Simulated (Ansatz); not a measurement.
# Relaxation of TaSiAs

The start is TaSiAs, a database entry, slightly rescaled. Where does it settle when we relax cell and atoms at 5 GPa, and what is it like there?

Method: DFT, r2SCAN, no spin polarisation, plane waves, PAW, in Ansatz 0.2.0.

### Step 1. Geometry

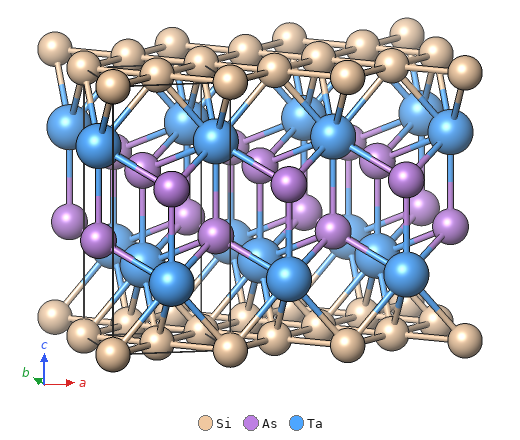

Viewed slightly off an axis; silicon light orange, arsenic purple, tantalum blue. 3×2×1 cells are drawn.

Symmetry: P4/nmm, No. 129, tetragonal system. The conventional cell has a = 3.471 Å, b = 3.471 Å, c = 7.795 Å, α = 90.00°, β = 90.00°, γ = 90.00°. Si (site symmetry -4m2) has 4 Si at 2.45 Å and 4 Ta at 2.64 Å as nearest neighbours. As (site symmetry 4mm) has 5 Ta at 2.67 to 2.75 Å as nearest neighbours. Around Ta (site symmetry 4mm) lie 4 Si at 2.64 Å and 5 As at 2.67 to 2.75 Å.

As a file:

```cif
data_structure
_symmetry_space_group_name_H-M 'P 1'
_symmetry_Int_Tables_number 1
_cell_length_a 3.4713
_cell_length_b 3.4713
_cell_length_c 7.7949
_cell_angle_alpha 90.000
_cell_angle_beta 90.000
_cell_angle_gamma 90.000
_cell_volume 93.93
loop_
_atom_site_label
_atom_site_type_symbol
_atom_site_fract_x
_atom_site_fract_y
_atom_site_fract_z
_atom_site_occupancy
Si1 Si 0.00000 0.00000 0.00000 1
Si2 Si 0.50000 0.50000 0.00000 1
As1 As 0.50000 0.00000 0.60900 1
As2 As 0.00000 0.50000 0.39100 1
Ta1 Ta 0.50000 0.00000 0.25600 1
Ta2 Ta 0.00000 0.50000 0.74400 1
```

The first density is read from a saved solution for the starting cell.

### Step 2. Relaxing

The input, input.yaml:

```yaml
crystal:
  lattice:
    - [3.471337, 0.0, 0.0]
    - [0.0, 3.471337, 0.0]
    - [0.0, 0.0, 7.794883]
  atoms:
    - { symbol: Si, position: [0.0, 0.0, 0.0] }
    - { symbol: Si, position: [0.5, 0.5, 0.0] }
    - { symbol: As, position: [0.5, 0.0, 0.609] }
    - { symbol: As, position: [0.0, 0.5, 0.391] }
    - { symbol: Ta, position: [0.5, 0.0, 0.256] }
    - { symbol: Ta, position: [0.0, 0.5, 0.744] }
  symmetry: { tolerance: 0.0003 }
kpoints:
  mp_grid: { grid: [8, 8, 4], shift: [0, 0, 0] }
magnetization:
  spin_polarized: false
scf:
  occupations: { method: cold, width: 0.0215 }
  lower_state_search: "off"
hamiltonian:
  pseudopotentials: { kind: paw }
  xc: r2scan
basis:
  ecutwfc: 500
  fft_grid_basis: typed
relax:
  max_steps: 60
  cell: { p_target: 5.0 }
output:
  forces: true
  stress: true
  eigenvalues: true
  bader: true
  populations: true
  elf: true
  write_potential: true
  volumetric_format: npy
  dos:
    e_range: [-12, 8]
    de: 0.05
    projected: { site_lists: { As: [As], Si: [Si], Ta: [Ta] } }
checkpoint:
  read: saved_state
```

On the command line:

```
$ ansatz run input.yaml --threads 2 --pin off --max-ram 2560MiB --backend cpu --events-out ev --progress --plain --runs-dir out
```

What it wrote:

```text
Warning: RAYON_NUM_THREADS=2 ignored (pool sized by the plan → 2); use --threads N
Engine: ansatz 0.2.0, aarch64-unknown-linux-gnu
Pseudopotentials: kind: paw
Pseudopotential: Si, paw, valence charge 4, recommended cutoff 500 eV (meta_gga), Si.paw.azcp
Pseudopotential: As, paw, valence charge 15, recommended cutoff 500 eV (meta_gga), As.paw.azcp
Pseudopotential: Ta, paw, valence charge 13, recommended cutoff 500 eV (meta_gga), Ta.paw.azcp
Functional definition: r2SCAN
  parameter k0 = 0.174
  parameter k1 = 0.065
  parameter a1 = 4.9479
  exchange = r2scan_x(k0 = k0, k1 = k1, a1 = a1)
  correlation = r2scan_c
Crystal: 6 atoms, lattice volume = 93.930 Å³
Basis set: ecut = 500 eV, 2373 PW (Γ), exchange–correlation on 108×108×240 points (64 copies of the dense FFT grid, shifted against one another)
Bands: 39, of which v1, the nominal top of the filled ones, is band 32 counted from 1 (31 counted from 0)
Symmetry: 16 space group operations
Space group: P4/nmm (ITA 129), of the structure as read, at distance tolerance 1.4e-3 Å
k-points: 45 of 256
Non-local potential: Si, projectors of the file, l = 0: 2, l = 1: 2, l = 2: 2
Non-local potential: As, projectors of the file, l = 0: 2, l = 1: 2, l = 2: 3, l = 3: 1
Non-local potential: Ta, projectors of the file, l = 0: 3, l = 1: 2, l = 2: 2, l = 3: 1
PAW form: soft (Blöchl's): semilocal exchange-correlation on the pseudo side does not see the compensation charge
PAW frozen core: Si, regenerated for the run's functional (the file was generated under x = pbe(κ = 0.804, μ = 0.2195149727645171), c = pbe(β = 0.06672455060314922))
PAW frozen core: As, regenerated for the run's functional (the file was generated under x = pbe(κ = 0.804, μ = 0.2195149727645171), c = pbe(β = 0.06672455060314922))
PAW frozen core: Ta, regenerated for the run's functional (the file was generated under x = pbe(κ = 0.804, μ = 0.2195149727645171), c = pbe(β = 0.06672455060314922))
PAW one-centre angular grid: Si, 302 points (default); XC on 160 Gauss nodes
PAW one-centre angular grid: As, 590 points (default); XC on 160 Gauss nodes
PAW one-centre angular grid: Ta, 590 points (default); XC on 160 Gauss nodes
Initial density: read from a saved state, or passed on in memory by an earlier SCF of this step, an earlier step, the calling program or the single point that the run made first
Initial wavefunctions: pseudopotential atomic-orbital guess
Functional: x = r2scan, c = r2scan; τ floored in thin density (d = 2e-4 eV/Å³)
iter 1 solved again at ethr=5.45e-6 eV; its pass at ethr=3.10e-3 eV (dr2=3.49e-3 eV) is discarded
SCF iter   1: F=—  HF=-30899.169885 eV  |F-HF|=—  |Δ(HF+E_count)|=         —  Δρ=2.18e-3  dr2=3.51e-3  dr2_τ=1.84e-3  ethr=5.45e-6  ⟨swp⟩=2.5  Hψ=11190  notcnv=0
preconditioner: auto → Resta (q_TF=auto, 2.559 Å⁻¹)  ε∞=7.0  [insulator: Δε(μ)=0.047 eV  Ē_g=8.255 eV  σ=0.021 eV  W_gap=0.53  n_scr=26 (ndim 8)  ℏωp=20.3 eV  f_vac=0.000  D(μ)=2.87/eV (n_scr^D=16)  ε∞_Penn≈7.0]
SCF iter   2: F=—  HF=-30899.172348 eV  |F-HF|=—  |Δ(HF+E_count)|=   2.46e-3  S|Δr|=    0.00e0  Δρ=1.09e-3  dr2=5.03e-4  dr2_τ=1.07e-4  ethr=5.45e-6  ⟨swp⟩=2.0  Hψ=2486  notcnv=0
SCF iter   3: F=—  HF=-30899.173043 eV  |F-HF|=—  |Δ(HF+E_count)|=   6.95e-4  S|Δr|=    0.00e0  Δρ=4.04e-4  dr2=1.11e-4  dr2_τ=1.05e-5  ethr=7.87e-7  ⟨swp⟩=2.7  Hψ=3099  notcnv=0
SCF iter   4: F=—  HF=-30899.173101 eV  |F-HF|=—  |Δ(HF+E_count)|=   5.83e-5  S|Δr|=    0.00e0  Δρ=8.21e-5  dr2=5.79e-6  dr2_τ=2.64e-7  ethr=1.74e-7  ⟨swp⟩=2.0  Hψ=3104  notcnv=0
SCF iter   5: F=—  HF=-30899.173102 eV  |F-HF|=—  |Δ(HF+E_count)|=   5.19e-7  S|Δr|=    0.00e0  Δρ=4.61e-5  dr2=7.57e-7  dr2_τ=1.42e-7  ethr=9.05e-9  ⟨swp⟩=2.0  Hψ=3097  notcnv=0
SCF iter   6: F=-30899.173104 eV  HF=-30899.173104 eV  |F-HF|=1.94e-8  |Δ(HF+E_count)|=   1.96e-6  S|Δr|=    0.00e0  Δρ=6.66e-6  dr2=6.21e-8  dr2_τ=5.19e-9  ethr=1.56e-10  ⟨swp⟩=10.1  Hψ=12292  notcnv=0
SCF 1 converged in 6 iterations: F = -30899.173104 eV  dr2 = 6.21e-8
relax step   1: F+E_penalty+E_count = -30899.17310366 eV  Δ(F+E_penalty+E_count) = +0.000e0 eV  max|allowed force component| = 1.319e-1 eV/Å  Δτ_max = 0.0000 Å  P = +4.873 GPa  Ω = 93.930 Å³  (6 SCF iters, dr2 threshold 1.00e-7 eV, accepted)
Crystal: 6 atoms, lattice volume = 93.961 Å³
Initial density: handed on by an earlier stage of this run
Initial wavefunctions: those handed on with the density
iter 1 solved again at ethr=4.55e-6 eV; its pass at ethr=3.10e-3 eV (dr2=2.91e-3 eV) is discarded
SCF iter   1: F=—  HF=-30899.164967 eV  |F-HF|=—  |Δ(HF+E_count)|=         —  Δρ=1.73e-3  dr2=2.73e-3  dr2_τ=1.27e-2  ethr=4.55e-6  ⟨swp⟩=2.2  Hψ=7428  notcnv=0
preconditioner: auto → Resta (q_TF=auto, 2.559 Å⁻¹)  ε∞=7.0  [insulator: Δε(μ)=0.032 eV  Ē_g=8.258 eV  σ=0.021 eV  W_gap=0.78  n_scr=30 (ndim 8)  ℏωp=20.3 eV  f_vac=0.000  D(μ)=2.97/eV (n_scr^D=16)  ε∞_Penn≈7.0]
SCF iter   2: F=—  HF=-30899.172757 eV  |F-HF|=—  |Δ(HF+E_count)|=   7.79e-3  S|Δr|=    0.00e0  Δρ=9.88e-4  dr2=6.02e-4  dr2_τ=1.26e-5  ethr=4.26e-6  ⟨swp⟩=2.0  Hψ=2879  notcnv=0
SCF iter   3: F=—  HF=-30899.172860 eV  |F-HF|=—  |Δ(HF+E_count)|=   1.03e-4  S|Δr|=    0.00e0  Δρ=2.49e-4  dr2=6.09e-5  dr2_τ=2.17e-6  ethr=9.40e-7  ⟨swp⟩=3.0  Hψ=3134  notcnv=0
SCF iter   4: F=—  HF=-30899.172878 eV  |F-HF|=—  |Δ(HF+E_count)|=   1.75e-5  S|Δr|=    0.00e0  Δρ=7.21e-5  dr2=5.00e-6  dr2_τ=1.04e-7  ethr=9.51e-8  ⟨swp⟩=2.4  Hψ=2813  notcnv=0
SCF iter   5: F=—  HF=-30899.172880 eV  |F-HF|=—  |Δ(HF+E_count)|=   1.94e-6  S|Δr|=    0.00e0  Δρ=2.57e-5  dr2=1.32e-6  dr2_τ=9.33e-8  ethr=7.81e-9  ⟨swp⟩=2.0  Hψ=3105  notcnv=0
SCF iter   6: F=-30899.172879 eV  HF=-30899.172879 eV  |F-HF|=1.01e-8  |Δ(HF+E_count)|=   4.38e-7  S|Δr|=    0.00e0  Δρ=8.78e-6  dr2=6.58e-8  dr2_τ=5.07e-9  ethr=9.37e-10  ⟨swp⟩=10.2  Hψ=14593  notcnv=0
SCF 2 converged in 6 iterations: F = -30899.172879 eV  dr2 = 6.58e-8
relax step   2: F+E_penalty+E_count = -30899.17287942 eV  Δ(F+E_penalty+E_count) = +2.242e-4 eV  max|allowed force component| = 1.657e-1 eV/Å  Δτ_max = 0.0256 Å  P = +5.049 GPa  Ω = 93.961 Å³  energy of the carried Pulay correction = -6.405e-6 eV  (6 SCF iters, dr2 threshold 6.00e-7 eV, rejected (line search))
Crystal: 6 atoms, lattice volume = 93.936 Å³
iter 1 solved again at ethr=8.56e-7 eV; its pass at ethr=3.10e-3 eV (dr2=5.48e-4 eV) is discarded
SCF iter   1: F=—  HF=-30899.173194 eV  |F-HF|=—  |Δ(HF+E_count)|=         —  Δρ=9.01e-4  dr2=5.44e-4  dr2_τ=2.46e-3  ethr=8.56e-7  ⟨swp⟩=2.0  Hψ=7784  notcnv=0
preconditioner: auto → Kerker (q_TF=auto, 2.559 Å⁻¹)  [metal: Δε(μ)=0.035 eV  Ē_g=8.263 eV  σ=0.021 eV  W_gap=0.49  n_scr=26 (ndim 8)  ℏωp=20.3 eV  f_vac=0.000  D(μ)=2.72/eV (n_scr^D=16)]
SCF iter   2: F=—  HF=-30899.175002 eV  |F-HF|=—  |Δ(HF+E_count)|=   1.81e-3  S|Δr|=    0.00e0  Δρ=5.57e-4  dr2=2.09e-4  dr2_τ=2.68e-6  ethr=8.50e-7  ⟨swp⟩=2.0  Hψ=2553  notcnv=0
SCF iter   3: F=—  HF=-30899.175028 eV  |F-HF|=—  |Δ(HF+E_count)|=   2.60e-5  S|Δr|=    0.00e0  Δρ=1.02e-4  dr2=1.05e-5  dr2_τ=1.01e-6  ethr=3.27e-7  ⟨swp⟩=2.0  Hψ=3025  notcnv=0
SCF iter   4: F=—  HF=-30899.175023 eV  |F-HF|=—  |Δ(HF+E_count)|=   4.52e-6  S|Δr|=    0.00e0  Δρ=5.01e-5  dr2=2.05e-6  dr2_τ=6.43e-8  ethr=1.64e-8  ⟨swp⟩=2.0  Hψ=3104  notcnv=0
SCF iter   5: F=—  HF=-30899.175025 eV  |F-HF|=—  |Δ(HF+E_count)|=   2.02e-6  S|Δr|=    0.00e0  Δρ=2.26e-5  dr2=5.07e-7  dr2_τ=2.01e-8  ethr=3.21e-9  ⟨swp⟩=2.0  Hψ=3083  notcnv=0
SCF iter   6: F=—  HF=-30899.175025 eV  |F-HF|=—  |Δ(HF+E_count)|=   5.38e-8  S|Δr|=    0.00e0  Δρ=4.98e-6  dr2=2.39e-8  dr2_τ=2.26e-9  ethr=7.93e-10  ⟨swp⟩=2.0  Hψ=3104  notcnv=0
SCF iter   7: F=—  HF=-30899.175025 eV  |F-HF|=—  |Δ(HF+E_count)|=   1.33e-8  S|Δr|=    0.00e0  Δρ=1.91e-6  dr2=3.67e-9  dr2_τ=1.93e-10  ethr=3.74e-11  ⟨swp⟩=2.0  Hψ=3103  notcnv=0
SCF iter   8: F=—  HF=-30899.175025 eV  |F-HF|=—  |Δ(HF+E_count)|=   1.17e-9  S|Δr|=    0.00e0  Δρ=6.21e-7  dr2=4.78e-10  dr2_τ=1.26e-11  ethr=5.73e-12  ⟨swp⟩=2.6  Hψ=2930  notcnv=0
SCF iter   9: F=—  HF=-30899.175025 eV  |F-HF|=—  |Δ(HF+E_count)|=  1.53e-10  S|Δr|=    0.00e0  Δρ=2.03e-7  dr2=6.60e-11  dr2_τ=9.41e-13  ethr=1.00e-12  ⟨swp⟩=2.0  Hψ=2355  notcnv=0
SCF iter  10: F=-30899.175025 eV  HF=-30899.175025 eV  |F-HF|=0.00e0  |Δ(HF+E_count)|=  7.28e-12  S|Δr|=    0.00e0  Δρ=3.96e-8  dr2=3.09e-12  dr2_τ=7.96e-14  ethr=1.00e-12  ⟨swp⟩=6.0  Hψ=7693  notcnv=0
SCF 3 converged in 10 iterations: F = -30899.175025 eV  dr2 = 3.09e-12
relax step   3: F+E_penalty+E_count = -30899.17502530 eV  Δ(F+E_penalty+E_count) = -1.922e-3 eV  max|allowed force component| = 1.044e-2 eV/Å  Δτ_max = 0.0112 Å  P = +4.942 GPa  Ω = 93.936 Å³  energy of the carried Pulay correction = -1.341e-6 eV  (10 SCF iters, accepted)
Crystal: 6 atoms, lattice volume = 93.905 Å³
iter 1 solved again at ethr=1.96e-8 eV; its pass at ethr=3.10e-3 eV (dr2=1.25e-5 eV) is discarded
```

(Part 1 of 2 ends here.)
